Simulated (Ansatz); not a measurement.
# Calculations on CH4F2OSi2

### Relaxation

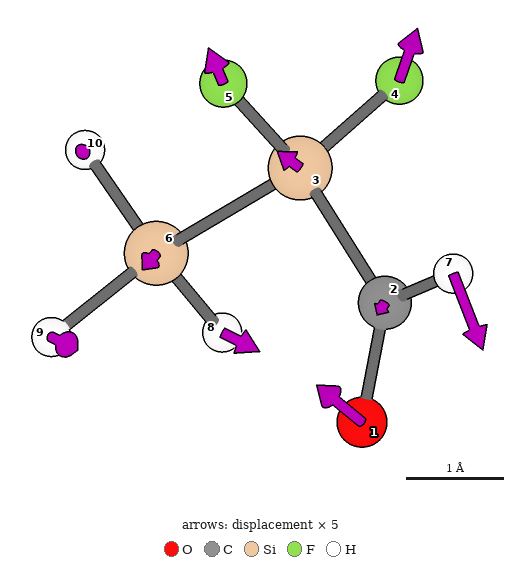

A relaxation of CH4F2OSi2. The starting structure is drawn; purple arrows show the displacements, magnified 5 times. The two geometries are superimposed by the best rigid fit.

A ball-and-stick model, seen from a free direction.

The run prepares an end point of a later path (torsion) calculation, from a guessed geometry.

Computed with RKS PBE-D4/def2-SVP (Ansatz 0.2.0).

The input:
```yaml
crystal:
  periodic: [false, false, false]
  atoms:
    - { symbol: O, position_ang: [1.2918, -1.7812, -0.8843] }
    - { symbol: C, position_ang: [0.767, -0.8056, -1.5322] }
    - { symbol: Si, position_ang: [-0.2528, 0.5264, -0.689] }
    - { symbol: F, position_ang: [-1.6146, 0.5959, -1.335] }
    - { symbol: F, position_ang: [0.4823, 1.9431, -0.9557] }
    - { symbol: Si, position_ang: [-0.3555, 0.1063, 1.5769] }
    - { symbol: H, position_ang: [0.9223, -0.686, -2.6146] }
    - { symbol: H, position_ang: [-1.0006, -1.1851, 1.8615] }
    - { symbol: H, position_ang: [0.987, 0.0875, 2.277] }
    - { symbol: H, position_ang: [-1.1439, 1.1476, 2.2984] }
basis:
  gaussian: { orbitals: def2-SVP }
hamiltonian:
  xc: pbe
  dispersion: d4
relax:
  f_tol: 0.015
  max_steps: 40
output:
  orbitals: {}
```

Command:
```bash
ansatz run input.yaml --threads 2 --pin off --max-ram 3072MiB --backend cpu --events-out ev --progress --plain --runs-dir out
```

What did the optimiser do to the structure, and how much energy did it gain?

H7 moves most after the best rigid fit: 0.17 Å. Largest moves by element: H 0.17 Å, O 0.15 Å, F 0.13 Å, Si 0.06 Å, C 0.03 Å. Some distances before and after: Si3–F4 1.509 → 1.638 Å, O1–C2 1.283 → 1.221 Å, C2–Si3 1.878 → 1.939 Å, Si3–Si6 2.307 → 2.349 Å. Among the angles between lasting bonds that change: Si3–C2–H7 116.2° → 122.8°, O1–C2–Si3 122.3° → 116.5°, Si3–Si6–H9 114.6° → 109.1°. Over 7 accepted moves (8 points after the start) the energy falls by 0.586 eV. Largest force component: 5.1 eV/Å at the start, 0.011 eV/Å at the end. The line search rejected the trial step at point 4 of the run.

### Relaxation

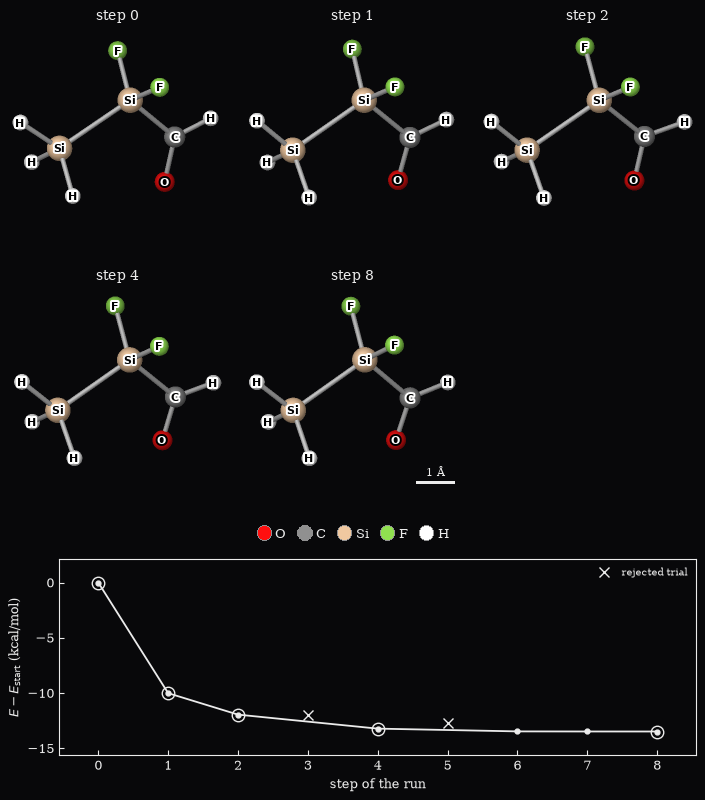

Frames of a relaxation of CH4F2OSi2, marked on the history of the run. The picture is a ball-and-stick view, seen at a tilt.

The run prepares an end point of a later path (torsion) calculation, from a guessed geometry.

Level of theory: Ansatz 0.2.0, RKS PBE-D4/def2-SVP. Set-up: no spin polarisation; force threshold 0.015 eV/Å; at most 40 steps.

Question: Describe the path.

Answer: An H atom moves most after the best rigid fit: 0.16 Å. Largest moves by element: H 0.16 Å, O 0.14 Å, F 0.13 Å, Si 0.06 Å, C 0.03 Å. Near-neighbour distances that change, for instance: F–Si 1.509 → 1.638 Å, C–O 1.283 → 1.221 Å, C–Si 1.878 → 1.938 Å, Si–Si 2.307 → 2.350 Å. Among the angles between lasting bonds that change: Si–C–H 116.2° → 122.8°, O–C–Si 122.3° → 116.4°, Si–Si–H 114.6° → 109.3°. The energy falls by 13.5 kcal/mol in 6 accepted moves (8 points after the start). The largest force component goes from 5.1 to 0.0081 eV/Å. The line search rejected the trial steps at points 3, 5 of the run. From step 0 to 1: the O atom moves most (0.08 Å), energy −10.0 kcal/mol. From step 1 to 2: an H atom moves most (0.10 Å), energy −1.94 kcal/mol. From step 2 to 4: an H atom moves most (0.08 Å), energy −1.27 kcal/mol. From step 4 to 8: the O atom moves most (0.06 Å), energy −0.26 kcal/mol.

```csv
step,"E − E(0), kcal/mol","largest force component, eV/Å",note
0,0.00,5.1037,
1,-10.01,2.7312,
2,-11.95,1.2149,
3,-11.94,0.5790,rejected
4,-13.22,0.3950,
5,-12.75,0.5875,rejected
6,-13.47,0.0589,
7,-13.48,0.0304,
8,-13.48,0.0081,
```

### Path

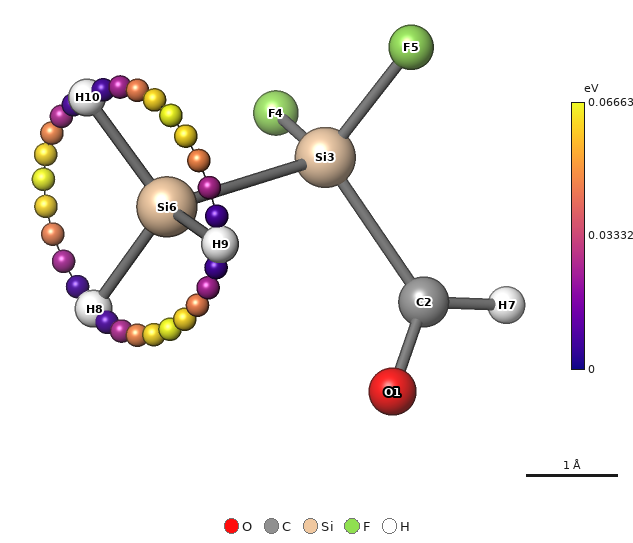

A search for the minimum-energy path of CH₄F₂OSi₂ by the nudged elastic band. Images are numbered from 0 (start) to 10 (end). The start is drawn whole; smaller spheres mark the moving atoms (H) in the later images, joined by lines and coloured by the energy of the image relative to the start. A ball-and-stick model, seen at a tilt.

Method: Ansatz, RKS PBE-D4/def2-SVP. Settings: 9 movable images; climbing image; force threshold 0.05 eV/Å; iteration limit 60; starting path through a guess of the saddle point.

Question: Describe the path and its energy.

Answer: The motion is a rotation about the Si3–Si6 bond by about 120°. No bond forms or breaks between the ends. Bond angles that change up to the highest image, for instance: C2–Si3–Si6 107.3° → 111.6°, Si3–C2–H7 122.8° → 119.4°. The two ends have the same energy, and the highest point, image 5, lies 0.067 eV above the start. The band converged in 7 iterations, with a climbing image at the top.
